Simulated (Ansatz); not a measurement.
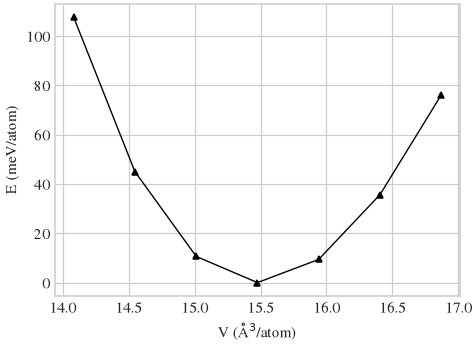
Figure: MoPd (CsCl type, Pm-3m) under volume change, r²SCAN (plane waves, PAW; program Ansatz), scaled uniformly.

Task: What does a third-order Birch–Murnaghan fit give for V₀, B₀ and B′?

Result: V₀ = 15.48 Å³/atom, B₀ = 229 GPa, B′ = 4.7.

The start of the workflow was typed in or built on a structure type; neither database checked (COD, Materials Project) lists it. Its standing as an ambient phase is unchecked. Symmetry was held in the r²SCAN relaxation. At this level the phase is mechanically unstable. The run is not spin-polarised. Its formation energy is positive at this level, so the cell may be metastable or incomplete.

Potentials: the earlier of the program's two PAW sets.
